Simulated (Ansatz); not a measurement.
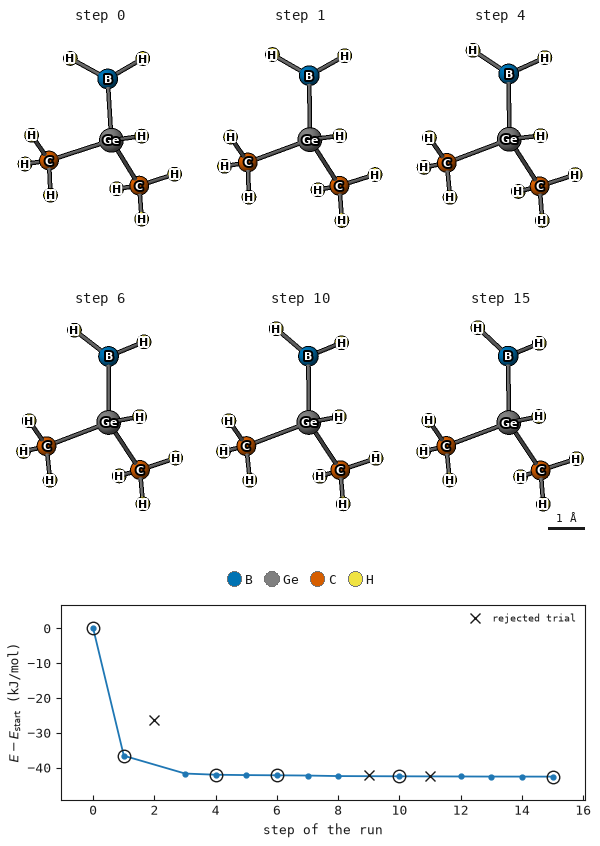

Frames of a relaxation of C2H9BGe (coarse preliminary run), marked on the history of the run. Style: ball-and-stick. Shown at a tilt.

The start comes from a force field.

The calculation used RKS PBE-D4/def2-SVP in Ansatz 0.2.0.

Input file:
```yaml
crystal:
  periodic: [false, false, false]
  atoms:
    - {symbol: B, position_ang: [-0.708100, 1.593100, -0.911200]}
    - {symbol: Ge, position_ang: [0.363600, 0.048500, -0.386200]}
    - {symbol: C, position_ang: [0.955600, 0.289700, 1.427700]}
    - {symbol: C, position_ang: [-0.630100, -1.556000, -0.500500]}
    - {symbol: H, position_ang: [-1.234100, 1.675300, -2.018900]}
    - {symbol: H, position_ang: [-0.940200, 2.533300, -0.157800]}
    - {symbol: H, position_ang: [1.612600, -0.065800, -1.331400]}
    - {symbol: H, position_ang: [1.643000, -0.568300, 1.731100]}
    - {symbol: H, position_ang: [0.118900, 0.389300, 2.162400]}
    - {symbol: H, position_ang: [1.601300, 1.213200, 1.530900]}
    - {symbol: H, position_ang: [-1.071200, -1.702000, -1.517300]}
    - {symbol: H, position_ang: [-1.555600, -1.472500, 0.201900]}
    - {symbol: H, position_ang: [-0.135500, -2.412400, -0.215900]}
basis:
  gaussian: {orbitals: def2-SVP}
hamiltonian: {xc: pbe, dispersion: d4}
relax: {f_tol: 0.03, max_steps: 200}
```

Run as
```bash
ansatz run in.yaml --threads 4 --pin off --events-out ev --progress --plain --max-ram 10444MiB
```

### What happens along the run?

H6 moves most after the best rigid fit: 0.64 Å. By element the largest moves are H 0.64 Å, B 0.17 Å, C 0.11 Å, Ge 0.10 Å. Near-neighbour distances that change, for instance: B1–Ge2 1.952 → 2.062 Å, Ge2–C4 1.891 → 1.978 Å, C4–H13 1.029 → 1.108 Å, C4–H12 1.165 → 1.108 Å. Among the angles between lasting bonds that change: B1–Ge2–H7 109.4° → 103.8°, Ge2–C4–H13 115.9° → 110.4°, B1–Ge2–C3 108.9° → 114.3°. Groups turn about B1–Ge2 by about 30°. Over 12 accepted moves (15 points after the start) the energy falls by 42.5 kJ/mol. The largest force component goes from 4 to 0.017 eV/Å. The line search rejected the trial steps at points 2, 9, 11 of the run. The forces were under the threshold at step 8, but the run went on from there. From step 0 to 1: H6 moves most (0.13 Å), energy −36.5 kJ/mol. From step 1 to 4: H6 moves most (0.14 Å), energy −5.46 kJ/mol. From step 4 to 6: H6 moves most (0.19 Å), energy −0.16 kJ/mol. From step 6 to 10: H atoms move most (0.15 Å), energy −0.29 kJ/mol. From step 10 to 15: H6 moves most (0.12 Å), energy −0.09 kJ/mol.
